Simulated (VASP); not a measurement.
**BaTiO3: polarisation along the polar distortion**

How large is the polarisation of BaTiO3 against a centred reference, and what does the path between them cost?

Program: VASP 6.6.1. Level of theory: LDA, no spin polarisation; plane waves and PAW (Ba_sv_GW, Ti_sv, O), in the first sound run; inputs show where later runs differ. Results are calculated unless marked as measured.

## 1. The structure

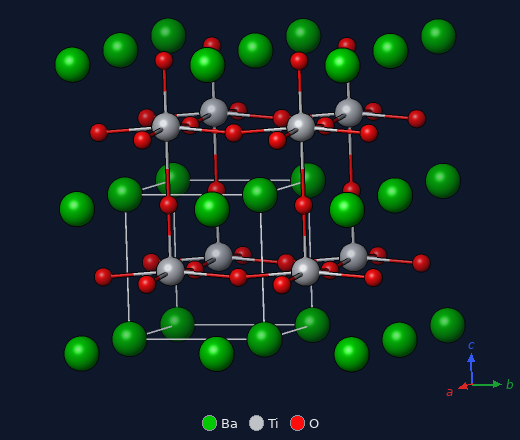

The starting structure, seen slightly off an axis (barium green, titanium light grey, oxygen red). 2×2×2 cells are drawn. Some periodic images of atoms are drawn too.

Structure file:

```cif
data_structure
_symmetry_space_group_name_H-M 'P4mm'
_symmetry_Int_Tables_number 99
_cell_length_a 3.9900
_cell_length_b 3.9900
_cell_length_c 4.0400
_cell_angle_alpha 90.000
_cell_angle_beta 90.000
_cell_angle_gamma 90.000
_cell_volume 64.32
loop_
_atom_site_label
_atom_site_type_symbol
_atom_site_symmetry_multiplicity
_atom_site_Wyckoff_symbol
_atom_site_fract_x
_atom_site_fract_y
_atom_site_fract_z
_atom_site_occupancy
Ba1 Ba 1 a 0.00000 0.00000 0.00000 1
Ti1 Ti 1 b 0.50000 0.50000 0.52000 1
O1 O 1 b 0.50000 0.50000 0.98000 1
O2 O 2 c 0.50000 0.00000 0.48000 1
```

## 2. Relax the crystal, LDA

The polar end is relaxed first.

This step took 2 runs in a row; the last is shown.

Level: LDA, no spin polarisation; plane waves and PAW (Ba_sv_GW, Ti_sv, O).

INCAR reads:

```
SYSTEM = BaTiO3
PREC = Accurate
ENCUT = 520
EDIFF = 1E-07
NELM = 120
ISMEAR = 0
SIGMA = 0.02
LREAL = .FALSE.
ALGO = Normal
GGA = CA
NBANDS = 26
LASPH = .TRUE.
LORBIT = 11
LWAVE = .FALSE.
LCHARG = .FALSE.
KPAR = 8
IBRION = 2
NSW = 80
ISIF = 3
EDIFFG = -0.005
POTIM = 0.4
```

POSCAR reads:

```
BaTiO3
1.0
    3.9333040755      0.0000000000      0.0000000000
    0.0000000000      3.9333040755      0.0000000000
    0.0000000000      0.0000000000      3.9666517487
Ba Ti O
1 1 3
Direct
    0.0000000000      0.0000000000      0.9981031058
    0.5000000000      0.5000000000      0.5084186893
    0.5000000000      0.5000000000      0.9811776759
    0.5000000000      0.0000000000      0.4861502645
    0.0000000000      0.5000000000      0.4861502645
```

KPOINTS reads:

```
Automatic mesh
0
Gamma
7 7 7
0 0 0
```

Potentials, in the order of the species: Ba_sv_GW, Ti_sv and O (LDA family, release 64).

Command:

```sh
mpirun -np 8 vasp_std
```

Log:

```text
[banner, memory and clock lines left out]
running    8 mpi-ranks, on    1 nodes
[...]
|                                                                             |
|           W    W    AA    RRRRR   N    N  II  N    N   GGGG   !!!           |
|           W    W   A  A   R    R  NN   N  II  NN   N  G    G  !!!           |
|           W    W  A    A  R    R  N N  N  II  N N  N  G       !!!           |
|           W WW W  AAAAAA  RRRRR   N  N N  II  N  N N  G  GGG   !            |
|           WW  WW  A    A  R   R   N   NN  II  N   NN  G    G                |
|           W    W  A    A  R    R  N    N  II  N    N   GGGG   !!!           |
|                                                                             |
|     For optimal performance we recommend to set                             |
|       NCORE = 2 up to number-of-cores-per-socket                            |
|     NCORE specifies how many cores store one orbital (NPAR=cpu/NCORE).      |
|     This setting can greatly improve the performance of VASP for DFT.       |
[...]
|     Unfortunately you need to use the default for GW and RPA                |
|     calculations (for HF NCORE is supported but not extensively tested      |
|     yet).                                                                   |
|                                                                             |

 LDA part: xc-table for (Slater(with rela. corr.)+CA(PZ))
 , standard interpolation
 POSCAR, INCAR and KPOINTS ok, starting setup
[...]
entering main loop
       N       E                     dE             d eps       ncg     rms          rms(c)
DAV:   1     0.541359800288E+03    0.54136E+03   -0.18947E+04  2088   0.170E+03
DAV:   2     0.149083557419E+02   -0.52645E+03   -0.51109E+03  2768   0.477E+02
DAV:   3    -0.550868048135E+02   -0.69995E+02   -0.65234E+02  3342   0.185E+02
DAV:   4    -0.582100736217E+02   -0.31233E+01   -0.31169E+01  3172   0.373E+01
[...]
DAV:  21    -0.472637088376E+02    0.62447E-06   -0.13581E-06  2618   0.118E-02    0.632E-02
DAV:  22    -0.472637085023E+02    0.33527E-06   -0.10192E-06  2884   0.830E-03    0.187E-02
DAV:  23    -0.472637084849E+02    0.17443E-07   -0.15395E-07  1900   0.397E-03
   1 F= -.47263708E+02 E0= -.47263708E+02  d E =-.472637E+02
[...]
reached required accuracy - stopping structural energy minimisation
```

Elapsed: 17 s, on 8 MPI ranks of AMD EPYC 7R43, shared host; peak memory 1.6 GiB; 2.1 min of CPU time.

The logs omit lines about the potential files and the build; timing stands in the text.

From OUTCAR (step 2):

```text
  Total        0.0058716      0.0058716      0.0009997      0.0000000      0.0000000      0.0000000
  in kB        0.1532959      0.1532959      0.0261012      0.0000000      0.0000000      0.0000000
  external PRESSURE =       0.1108977 kB  Pullay stress =       0.0000000 kB

 POSITION                                       TOTAL-FORCE (eV/Angst)
 -----------------------------------------------------------------------------------
      0.00000      0.00000      3.95913        -0.000000      0.000000     -0.001376
      1.96665      1.96665      2.01672        -0.000000      0.000000     -0.001200
      1.96665      1.96665      3.89199        -0.000000     -0.000000     -0.001931
      1.96665      0.00000      1.92839         0.000000      0.000000      0.002253
      0.00000      1.96665      1.92839        -0.000000      0.000000      0.002253
 -----------------------------------------------------------------------------------
    total drift:                                0.000000      0.000000      0.000004

  FREE ENERGIE OF THE ION-ELECTRON SYSTEM (eV)
  ---------------------------------------------------
  free  energy   TOTEN  =       -47.2637084849 eV

  energy  without entropy=      -47.2637084849  energy(sigma->0) =      -47.26370848

 reached required accuracy - stopping structural energy minimisation

[... 3 further parts left out ...]
[key lines of the parts left out:]
E-fermi :   5.5517
```

This run gave:

| Quantity | Value |
| --- | --- |
| energy(sigma→0) of the program | -47.2637 eV |
| stress, compression positive | xx, yy, zz 0.02, 0.02, 0.00 GPa |
| volume | 61.368 Å³ |
| ionic steps | 1 |

## 3. Berry phase, LDA

The centred structure lies half way between the polar one and its mirror or inverted image (space group 123 within 0.02 Å; largest move 0.073 Å). One point of the path in full, at 0.6 of the distortion.

Level: LDA, no spin polarisation; plane waves and PAW (Ba_sv_GW, Ti_sv, O).

INCAR reads:

```
SYSTEM = BaTiO3
PREC = Accurate
ENCUT = 520
EDIFF = 1E-07
NELM = 100
ISMEAR = 0
SIGMA = 0.02
LREAL = .FALSE.
ALGO = Normal
GGA = CA
NBANDS = 26
LASPH = .TRUE.
LWAVE = .FALSE.
LCHARG = .FALSE.
LCALCPOL = .TRUE.
DIPOL = 0.123 0.137 0.119
ISIF = 2
```

POSCAR reads:

```
BaTiO3
1.0
    3.9333040755      0.0000000000      0.0000000000
    0.0000000000      3.9333040755      0.0000000000
    0.0000000000      0.0000000000      3.9666517487
Ba Ti O
1 1 3
Direct
    0.0000000000      0.0000000000      0.9948618630
    0.5000000000      0.5000000000      0.5010512140
    0.5000000000      0.5000000000      0.9847066060
    0.5000000000      0.0000000000      0.4876901590
    0.0000000000      0.5000000000      0.4876901590
```

KPOINTS reads:

```
Automatic mesh
0
Gamma
8 8 8
0 0 0
```

Command:

```sh
mpirun -np 2 vasp_std
```

Log:

```text
[banner, memory and clock lines left out]
running    2 mpi-ranks, on    1 nodes
[...]
LDA part: xc-table for (Slater(with rela. corr.)+CA(PZ))
 , standard interpolation
 POSCAR, INCAR and KPOINTS ok, starting setup
[...]
entering main loop
       N       E                     dE             d eps       ncg     rms          rms(c)
DAV:   1     0.537552356545E+03    0.53755E+03   -0.18873E+04  3900   0.170E+03
DAV:   2     0.156351342961E+02   -0.52192E+03   -0.50685E+03  5148   0.475E+02
DAV:   3    -0.549419588920E+02   -0.70577E+02   -0.66006E+02  6206   0.185E+02
DAV:   4    -0.582736836690E+02   -0.33317E+01   -0.33251E+01  6094   0.387E+01
[...]
DAV:  21    -0.472615000410E+02    0.30455E-06   -0.65748E-07  4642   0.623E-03    0.235E-02
DAV:  22    -0.472614999322E+02    0.10881E-06   -0.35148E-07  4068   0.620E-03    0.666E-03
DAV:  23    -0.472614999334E+02   -0.11846E-08   -0.32737E-08  2468   0.207E-03
 p_tot=(  0.278E+02  0.256E+02  0.292E+02 )
   1 F= -.47261500E+02 E0= -.47261500E+02  d E =-.213797E-37
```

Run time: 2.2 min. Hardware: 2 MPI ranks; peak memory 0.47 GiB; 4.4 min of CPU time.

Parts of OUTCAR (step 3):

```text
  Total       -0.0249317     -0.0249317     -0.4958533      0.0000000     -0.0000000      0.0000000
  in kB       -0.6509138     -0.6509138    -12.9456744      0.0000000     -0.0000000      0.0000000
  external PRESSURE =      -4.7491673 kB  Pullay stress =       0.0000000 kB

 POSITION                                       TOTAL-FORCE (eV/Angst)
 -----------------------------------------------------------------------------------
      0.00000      0.00000      3.94627        -0.000000      0.000000     -0.003154
      1.96665      1.96665      1.98750        -0.000000     -0.000000      0.084123
      1.96665      1.96665      3.90599        -0.000000      0.000000     -0.066742
      1.96665      0.00000      1.93450         0.000000      0.000000     -0.007114
      0.00000      1.96665      1.93450        -0.000000      0.000000     -0.007114
 -----------------------------------------------------------------------------------
    total drift:                                0.000000      0.000000      0.000595

  FREE ENERGIE OF THE ION-ELECTRON SYSTEM (eV)
  ---------------------------------------------------
  free  energy   TOTEN  =       -47.2614999334 eV

  energy  without entropy=      -47.2614999334  energy(sigma->0) =      -47.26149993

[... 1 part as in an earlier step ...]

[... 2 further parts left out ...]
[key lines of the parts left out:]
E-fermi :   5.6950
```

Read from the output:

```
energy(sigma→0) of the program : -47.2615 eV
stress, compression positive   : xx, yy, zz -0.07, -0.07, -1.29 GPa
```

The run ends at a pressure of -0.47 GPa, with forces up to 0.084 eV/Å.

## 4. The table

The other members went through these steps as far as the tables show, at the cell of the polar end; 11 runs are not shown. The session took 1.1 core hours (wall time by ranks) on a shared machine.

The Berry phase fixes the polarisation only up to a quantum, here 104 µC/cm², so branches are joined from point to point; the sign is set positive along the polar axis, and energies count from the end point of the series.

```csv
fraction of the polar distortion,"polarisation, branches joined (µC/cm²)",energy above the polar end (meV/f.u.),gap on the mesh (eV)
0,0.00,5.59,1.77
0.10,2.30,5.48,1.77
0.20,4.59,?,1.78
0.30,6.88,4.60,1.79
0.40,9.15,3.90,1.79
0.50,11.40,3.09,1.79
0.60,13.64,2.23,1.79
0.70,15.85,1.40,1.80
0.80,18.03,0.68,1.80
0.90,20.18,0.18,1.81
1,22.31,0.00,1.81
```

## 5. A double well from the known rows

Fitting a parabola to the 10 known rows (u: square of the distortion) gives E = 5.832 u² − 11.41 u + 5.587 in meV/f.u.; the residuals are 0.0064 meV/f.u. r.m.s.

At u = 0.04000 this predicts 5.14 meV/f.u.

## 6. Prediction against calculation

The calculation gives 5.14 meV/f.u., so the prediction is right to the last digit shown.

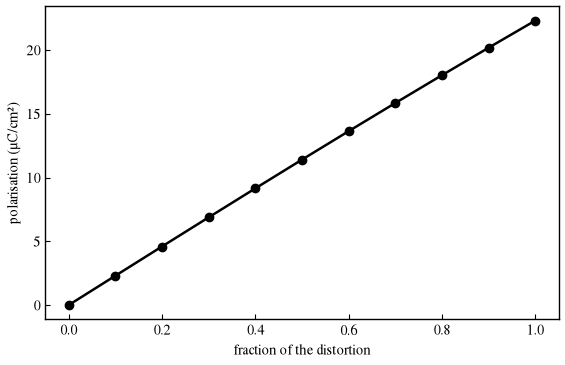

Polarisation along the path.

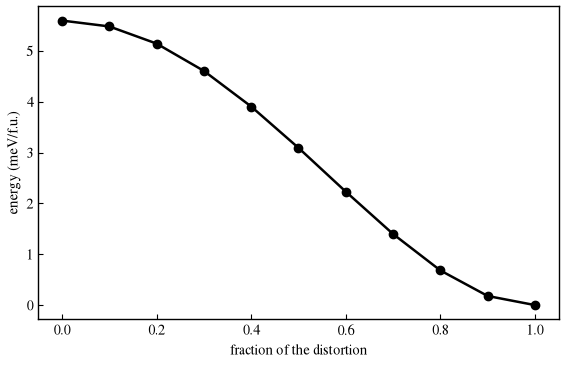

Energy along the path.

## 7. Results

- polarisation at the last point: 22.3 µC/cm²
- energy of the centred structure: 6 meV/f.u.
- highest point of the path: 6 meV/f.u.
- error of the predicted energy: 0.00 meV/f.u.

The largest step between points is 2.3 µC/cm², well under half the quantum, so the joining is safe. The polarisation departs from a straight line by up to 0.3 µC/cm². The smallest gap on the mesh along the path is 1.77 eV. The value belongs to this centred reference; where a crystal has several, another path can give another value. A straight path at a fixed cell bounds the barrier of uniform switching from above; where films switch at all, they do so at domain walls.

[Lines on the potential files, build, host, timing and source positions are cut from VASP's logs without a mark.]

[Logs are printed without paths, hosts, clocks, repeated set-up lines and the standing remarks that a program may print on its own settings, such as how far it seeks lower states.]

[Hosts, paths, dates, database ids (printed as entryN), source tags and the programs' standing remarks are cut or masked in the printed files.]
